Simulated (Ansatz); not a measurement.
Cl$_{6}$Ge$_{6}$ (Ge6Cl6 prismane) (charge +1, doublet)

```yaml
atoms:
  - { symbol: Ge, position_ang: [0.5827, 1.3363, -1.5008] }
  - { symbol: Cl, position_ang: [0.8829, 2.5977, -3.2260] }
  - { symbol: Ge, position_ang: [0.5367, 1.5581, 1.2887] }
  - { symbol: Cl, position_ang: [0.7872, 3.0785, 2.7998] }
  - { symbol: Ge, position_ang: [-1.6103, 0.9847, -0.1047] }
  - { symbol: Cl, position_ang: [-3.6074, 1.7981, -0.1993] }
  - { symbol: Ge, position_ang: [-1.0665, -1.5571, 0.1065] }
  - { symbol: Cl, position_ang: [-2.5565, -3.1156, 0.2072] }
  - { symbol: Ge, position_ang: [1.1249, -1.2031, -1.2906] }
  - { symbol: Cl, position_ang: [1.9708, -2.4893, -2.8030] }
  - { symbol: Ge, position_ang: [1.0807, -0.9808, 1.4990] }
  - { symbol: Cl, position_ang: [1.8749, -2.0074, 3.2232] }
```

Geometry: PBE-D4/def2-SVP.

The calculation used UKS PBE0-D4/def2-SVP (Ansatz 0.2.0).

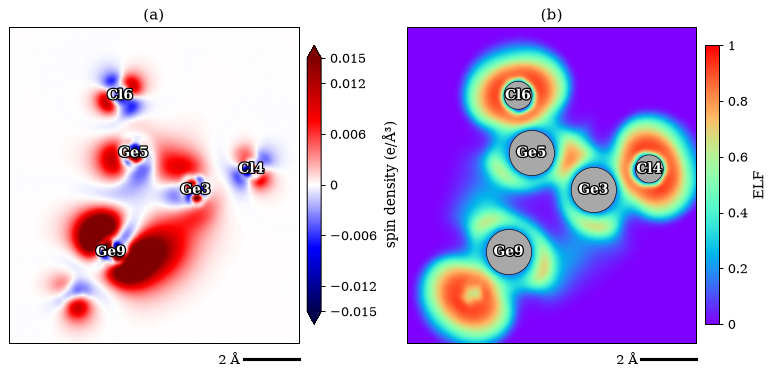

Figure 1. (a) spin density (α minus β); (b) electron localisation function on the plane of atoms Cl4, Ge3 and Ge5. Grey discs cover the atomic cores in the ELF map.

> Interpret the plot.

- The section cuts through Ge and Cl sites.
- Ge–Cl (2.16 Å): the ELF peaks at about 0.80 in the valence shell of Cl, 0.8 Å from its nucleus, and is about 0.60 at the midpoint.
- Ge–Ge (2.62 Å): the ELF peaks at about 0.70 between the atoms.
- The ELF also peaks beside Cl10, Cl4 and Cl6, away from the bonds: non-bonding electrons, paired or unpaired.
- The unpaired spin (1 electron) lies mostly on Ge1 (about 0.2), Ge3 (about 0.2), Ge11 (about 0.2), Ge9 (about 0.2), Ge7 (about 0.1) and Ge5 (about 0.1), in electrons by Hirshfeld's partition.

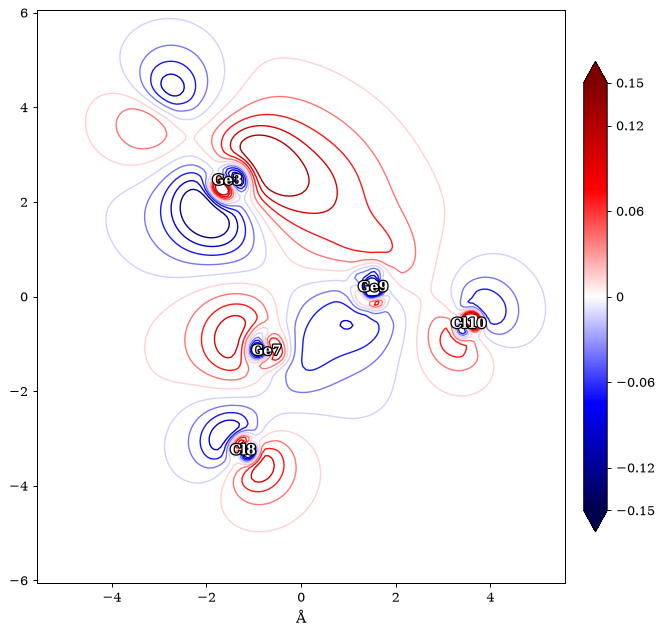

Figure 2. One frontier orbital on the plane of atoms Ge7, Ge9 and Cl10 (values in Å⁻³ᐟ²; the overall sign is arbitrary).

> Which orbital is it: HOMO (α) or LUMO (α)?

The HOMO (α), at −10.79 eV. Its weight (Hirshfeld) is mainly on Ge1 (about 15 %), Ge3 (about 15 %), Ge11 (about 15 %), Ge9 (about 15 %), Ge7 (about 10 %) and Ge5 (about 10 %).

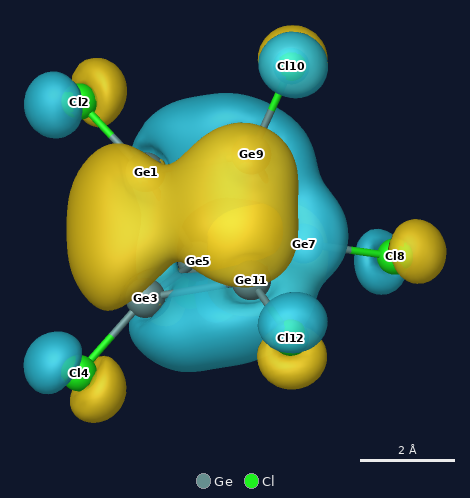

Figure 3. One frontier orbital at ±0.06 Å⁻³ᐟ² (yellow and cyan are the two phases), seen at a tilt.

> Which orbital is it: HOMO (β) or LUMO (β)?

The LUMO (β), at −9.21 eV. Its weight (Hirshfeld) is mainly on Ge1 (about 15 %), Ge3 (about 15 %), Ge11 (about 15 %), Ge9 (about 15 %), Ge7 (about 10 %) and Ge5 (about 10 %).
